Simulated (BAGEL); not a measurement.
# singlet Si2NH5F+: a chain of runs

We compute a single-point energy (singlet Si2NH5F+, HF/def2-SV(P)), then a single-point energy (doublet Si2NH5F, NEVPT2(3,3)/def2-SV(P)), then the energy (doublet Si2NH5F, CASPT2(3,3)/def2-SV(P)) of FH5NSi2. 

The results are computed with BAGEL 1.2.2.

3 further runs of the same task are left out: 3 set aside as unsound or not needed.

### Step 1. The structure to begin with

Si2NH5F+ has 9 atoms, charge +1, and is taken as a singlet. As SMILES of the parent species, `N[Si](F)[SiH3]`. The Si4–H9 distance was set to 1.709 Å, away from the relaxed value. That shape belongs to the parent species and isn't relaxed for this state.

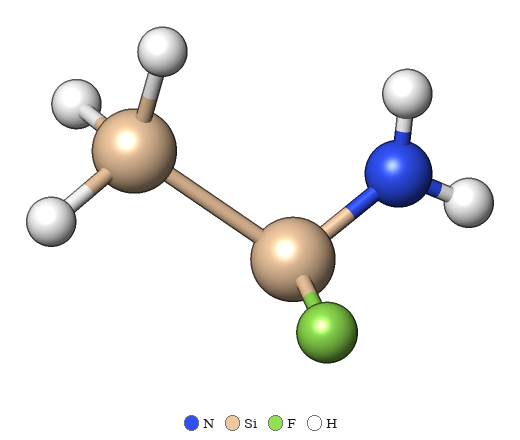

The structure, seen from a chosen angle (nitrogen blue, silicon light orange, fluorine green, hydrogen white).

### Step 2. The energy at HF/def2-SV(P) (density fitting with svp-jkfit) (run 1)

Contents of hf.json:

```json
{ "bagel" : [

{
  "title" : "molecule",
  "basis" : "def2-sv_p_.json",
  "df_basis" : "svp-jkfit",
  "angstrom" : "false",
  "geometry" : [
    { "atom" : "N", "xyz" : [ -1.70197805,  2.51269324, -1.67924843 ] },
    { "atom" : "Si", "xyz" : [ -1.45801441, -0.69095946, -1.47988232 ] },
    { "atom" : "F", "xyz" : [ -0.79207493, -1.99165795, -4.16159267 ] },
    { "atom" : "Si", "xyz" : [  1.70122972, -1.75033993,  1.44390194 ] },
    { "atom" : "H", "xyz" : [ -3.14818546,  3.38347904, -2.55570341 ] },
    { "atom" : "H", "xyz" : [ -0.23025935,  3.68489035, -1.38671882 ] },
    { "atom" : "H", "xyz" : [  2.28345434, -4.48817514,  1.23111878 ] },
    { "atom" : "H", "xyz" : [  4.07208012, -0.27729841,  1.04290205 ] },
    { "atom" : "H", "xyz" : [  0.59526373, -1.12400910,  4.41364434 ] }
  ]
},
{
  "title" : "hf",
  "charge" : 1
},
{
  "title" : "print",
  "file" : "orbitals.molden",
  "orbitals" : "true"
}

]}
```

The basis set def2-SV(P) is read from a file made from the Basis Set Exchange's data (not shown).

Started as:

```bash
$ BAGEL_NUM_THREADS=1 BAGEL hf.json > hf.out
```

The log of the run:

```text
* using 1 threads per process

  ===============================================================
  ===============================================================

  *** Geometry ***

  { "atom" : "N", "xyz" : [     -1.701978,      2.512693,     -1.679248 ] },
  { "atom" : "Si", "xyz" : [     -1.458014,     -0.690959,     -1.479882 ] },
  { "atom" : "F", "xyz" : [     -0.792075,     -1.991658,     -4.161593 ] },
  { "atom" : "Si", "xyz" : [      1.701230,     -1.750340,      1.443902 ] },
  { "atom" : "H", "xyz" : [     -3.148185,      3.383479,     -2.555703 ] },
  { "atom" : "H", "xyz" : [     -0.230259,      3.684890,     -1.386719 ] },
  { "atom" : "H", "xyz" : [      2.283454,     -4.488175,      1.231119 ] },
  { "atom" : "H", "xyz" : [      4.072080,     -0.277298,      1.042902 ] },
  { "atom" : "H", "xyz" : [      0.595264,     -1.124009,      4.413644 ] },

  Number of auxiliary basis functions:      500

  Since a DF basis is specified, we compute 2- and 3-index integrals:
    o Being stored without compression. Storage requirement is 0.022 GB

  Number of basis functions:       74
  Number of electrons      :       49

    * METHOD: MOLECULE                             0.21

  *** RHF ***

  === Nuclear Repulsion ===
   213.6017575157

      * DIIS with orbital gradients will be used.

  === RHF iteration (def2-sv_p_.json) ===
      0       -733.81322431          0.02285698           0.07
      1       -733.98514421          0.01527228           0.06
      2       -734.07653277          0.00164220           0.06
      3       -734.07843391          0.00060026           0.06
      4       -734.07863112          0.00016897           0.06
      5       -734.07865369          0.00004934           0.06
      6       -734.07865765          0.00002374           0.07
      7       -734.07865890          0.00000902           0.07
      8       -734.07865911          0.00000284           0.06
      9       -734.07865913          0.00000090           0.06
     10       -734.07865913          0.00000036           0.06
     11       -734.07865913          0.00000014           0.06
     12       -734.07865913          0.00000004           0.06
     13       -734.07865913          0.00000002           0.06
     14       -734.07865913          0.00000001           0.06
    * SCF iteration converged.

    * Permanent dipole moment:
           (    0.927699,    -0.631713,    -0.462637) a.u.

    * METHOD: HF                                   1.12

    * METHOD: PRINT                                0.01

  ===============================================================
```

Run time: 1.5 s. Hardware: 1 thread of Arm Neoverse V2, shared host; peak memory 0.15 GiB.

### Step 3. Doublet neutral Si2NH5F: a single-point energy at NEVPT2(3,3)/def2-SV(P) (density fitting with svp-jkfit) (run 2)

Contents of job.json:

```json
{ "bagel" : [

{
  "title" : "molecule",
  "basis" : "def2-sv_p_.json",
  "df_basis" : "svp-jkfit",
  "geometry" : [
    { "atom" : "N", "xyz" : [    -1.70197805,     2.51269324,    -1.67924843 ] },
    { "atom" : "Si", "xyz" : [    -1.45801441,    -0.69095946,    -1.47988232 ] },
    { "atom" : "F", "xyz" : [    -0.79207493,    -1.99165795,    -4.16159267 ] },
    { "atom" : "Si", "xyz" : [     1.70122972,    -1.75033993,     1.44390194 ] },
    { "atom" : "H", "xyz" : [    -3.14818546,     3.38347904,    -2.55570341 ] },
    { "atom" : "H", "xyz" : [    -0.23025935,     3.68489035,    -1.38671882 ] },
    { "atom" : "H", "xyz" : [     2.28345434,    -4.48817514,     1.23111878 ] },
    { "atom" : "H", "xyz" : [     4.07208012,    -0.27729841,     1.04290205 ] },
    { "atom" : "H", "xyz" : [     0.59526373,    -1.12400910,     4.41364434 ] }
  ]
},

{
  "title" : "hf",
  "charge" : 1
},

{
  "title" : "casscf",
  "nstate" : 1,
  "nact" : 3,
  "nclosed" : 23,
  "nspin" : 1,
  "active" : [24, 25, 26],
  "maxiter" : 200,
  "natocc" : true
},

{
  "title" : "nevpt2",
  "nstate" : 1,
  "nact" : 3,
  "nclosed" : 23,
  "nspin" : 1,
  "active" : [24, 25, 26],
  "maxiter" : 200,
  "natocc" : true,
  "ncore" : 12
},

{
  "title" : "print",
  "file" : "orbitals.molden",
  "orbitals" : true
}

]}
```

The basis set def2-SV(P) is read from a file made from the Basis Set Exchange's data (not shown).

Started as:

```bash
$ BAGEL_NUM_THREADS=1 BAGEL job.json > job.out
```

The log of the run:

```text
* using 1 threads per process

  ===============================================================
  ===============================================================

  *** Geometry ***

  { "atom" : "N", "xyz" : [     -1.701978,      2.512693,     -1.679248 ] },
  { "atom" : "Si", "xyz" : [     -1.458014,     -0.690959,     -1.479882 ] },
  { "atom" : "F", "xyz" : [     -0.792075,     -1.991658,     -4.161593 ] },
[... 5 lines of this table left out ...]
  { "atom" : "H", "xyz" : [      0.595264,     -1.124009,      4.413644 ] },

  Number of auxiliary basis functions:      500

  Since a DF basis is specified, we compute 2- and 3-index integrals:
    o Being stored without compression. Storage requirement is 0.022 GB

  Number of basis functions:       74
  Number of electrons      :       49

    * METHOD: MOLECULE                             0.21

  *** RHF ***

  === Nuclear Repulsion ===
   213.6017575157

      * DIIS with orbital gradients will be used.

  === RHF iteration (def2-sv_p_.json) ===
      0       -733.81322431          0.02285698           0.07
      1       -733.98514421          0.01527228           0.07
      2       -734.07653277          0.00164220           0.07
[... 11 lines of this table left out ...]
     14       -734.07865913          0.00000001           0.07
    * SCF iteration converged.

    * Permanent dipole moment:
           (    0.927699,    -0.631713,    -0.462637) a.u.

    * METHOD: HF                                   1.14

  ---------------------------
      CASSCF calculation
  ---------------------------

    ==== Active orbitals : =====
         Orbital 24
         Orbital 25
         Orbital 26
    ============================

    * nstate   :      1
    * nclosed  :     23
    * nact     :      3
    * nvirt    :     48
  === CASSCF iteration (def2-sv_p_.json) ===

    * Using the second-order algorithm

      0  0      -734.33072980     1.35e-02      0.03

      1  0      -734.36730779     8.63e-04      0.38
[... 17 lines of this table left out ...]
     10  0      -734.38274949     9.91e-09      0.31

    * Second-order optimization converged. *

     guess   0:   closed 1..                  open .1.

  === FCI iteration ===

      0  0      -734.36435086     4.65e-02      0.00
      1  0      -734.38274183     7.58e-04      0.00
      2  0      -734.38274939     7.84e-05      0.00
[... 4 lines of this table left out ...]
      7  0 *    -734.38274949     5.59e-16      0.00

     * ci vector, state   0, <S^2> = 0.7500
       2a.    -0.9914064204
       .a2    -0.1307485760

    * METHOD: CASSCF                               3.85

    * freezing 12 orbitals

  === DF-NEVPT2 calculation ===

    * 3-index integral transformation done
    * assembly done

      NEVPT2 correlation energy:   -0.4837033512      0.11

          (+0)     -0.4287731655
          (+0)'    -0.0064435081
          (+1)     -0.0146930758
          (+1)'    -0.0000897123
          (+2)     -0.0001946150
          (-1)     -0.0296326621
          (-1)'    -0.0001876272
          (-2)     -0.0036889853

      NEVPT2 total energy:       -734.8664528364

    * METHOD: NEVPT2                               0.24

    * METHOD: PRINT                                0.01

  ===============================================================
```

Wall time 5.7 s (1 thread of Arm Neoverse V2, shared host); peak memory 0.15 GiB.

### Step 4. Doublet neutral Si2NH5F: the energy at CASPT2(3,3)/def2-SV(P) (density fitting with svp-jkfit) (run 3)

Contents of input.json:

```json
{ "bagel": [

{
  "title": "molecule",
  "basis": "def2-sv_p_.json",
  "df_basis": "svp-jkfit",
  "geometry": [
    { "atom": "N", "xyz": [ -1.70197805,  2.51269324, -1.67924843 ] },
    { "atom": "Si", "xyz": [ -1.45801441, -0.69095946, -1.47988232 ] },
    { "atom": "F", "xyz": [ -0.79207493, -1.99165795, -4.16159267 ] },
    { "atom": "Si", "xyz": [  1.70122972, -1.75033993,  1.44390194 ] },
    { "atom": "H", "xyz": [ -3.14818546,  3.38347904, -2.55570341 ] },
    { "atom": "H", "xyz": [ -0.23025935,  3.68489035, -1.38671882 ] },
    { "atom": "H", "xyz": [  2.28345434, -4.48817514,  1.23111878 ] },
    { "atom": "H", "xyz": [  4.07208012, -0.27729841,  1.04290205 ] },
    { "atom": "H", "xyz": [  0.59526373, -1.12400910,  4.41364434 ] }
  ]
},
{
  "title": "hf",
  "charge": 1
},
{
  "title": "casscf",
  "nstate": 1,
  "nact": 3,
  "nclosed": 23,
  "nspin": 1,
  "active": [24, 25, 26],
  "maxiter": 200,
  "natocc": true
},
{
  "title": "print",
  "file": "orbitals.molden",
  "orbitals": true
},
{
  "title": "smith",
  "method": "caspt2",
  "ms": true,
  "xms": true,
  "sssr": true,
  "shift": 0.2,
  "shift_imag": true,
  "ncore": 12
}

]}
```

The basis set def2-SV(P) is read from a file made from the Basis Set Exchange's data (not shown).

Started as:

```bash
$ BAGEL_NUM_THREADS=1 BAGEL input.json > input.out
```

The log of the run:

```text
* using 1 threads per process

  ===============================================================
  ===============================================================

  *** Geometry ***

  { "atom" : "N", "xyz" : [     -1.701978,      2.512693,     -1.679248 ] },
  { "atom" : "Si", "xyz" : [     -1.458014,     -0.690959,     -1.479882 ] },
  { "atom" : "F", "xyz" : [     -0.792075,     -1.991658,     -4.161593 ] },
[... 5 lines of this table left out ...]
  { "atom" : "H", "xyz" : [      0.595264,     -1.124009,      4.413644 ] },

  Number of auxiliary basis functions:      500

  Since a DF basis is specified, we compute 2- and 3-index integrals:
    o Being stored without compression. Storage requirement is 0.022 GB

  Number of basis functions:       74
  Number of electrons      :       49

    * METHOD: MOLECULE                             0.21

  *** RHF ***

  === Nuclear Repulsion ===
   213.6017575157

      * DIIS with orbital gradients will be used.

[... 6 lines left out ...]
    * SCF iteration converged.
[... 1 line left out ...]
    * Permanent dipole moment:
[... 28 lines left out ...]
    * Second-order optimization converged. *
[... 11 lines left out ...]
     * ci vector, state   0, <S^2> = 0.7500
[... 16 lines left out ...]
    * Zeroth order energy : state  0       -1.0369120240
[... 3 lines left out ...]
      -------------------------------------------  CASPT2 iteration  ---------------------------------------------------
       #      aibj      arbs      arbi      airj      risj      airs      arst      rist         Etot      error   time
      ------------------------------------------------------------------------------------------------------------------

       0  -0.42779  -0.00475  -0.03169  -0.01635  -0.00030  -0.00613  -0.00020  -0.00010   -0.4873123  0.0010807   0.06
       1  -0.42795  -0.00479  -0.03176  -0.01648  -0.00033  -0.00627  -0.00021  -0.00011   -0.4879089  0.0002216   0.05
       2  -0.42796  -0.00479  -0.03177  -0.01649  -0.00033  -0.00627  -0.00021  -0.00011   -0.4879325  0.0000521   0.05
       3  -0.42796  -0.00479  -0.03177  -0.01649  -0.00033  -0.00627  -0.00021  -0.00011   -0.4879337  0.0000118   0.06
       4  -0.42796  -0.00479  -0.03177  -0.01649  -0.00033  -0.00627  -0.00021  -0.00011   -0.4879337  0.0000023   0.06
       5  -0.42796  -0.00479  -0.03177  -0.01649  -0.00033  -0.00627  -0.00021  -0.00011   -0.4879338  0.0000005   0.06

      ------------------------------------------------------------------------------------------------------------------

    * CASPT2 energy : state  0     -734.8731945020
        w/o shift correction       -734.8706832353
        reference weight              0.8659560645

    * METHOD: SMITH                                0.53

  ===============================================================
```

Wall time 6 s (1 thread of Arm Neoverse V2, shared host); peak memory 0.15 GiB.

### Step 5. Outcome

```
                                    quantity          value
          run 1, HF/def2-SV(P): total energy  -734.07866 Eh
           run 1, HF/def2-SV(P): HOMO energy      -17.17 eV
           run 1, HF/def2-SV(P): LUMO energy       -6.78 eV
         run 1, HF/def2-SV(P): HOMO–LUMO gap       10.40 eV
doublet neutral Si2NH5F, run 2: total energy  -734.86645 Eh
doublet neutral Si2NH5F, run 3: total energy  -734.87319 Eh
```
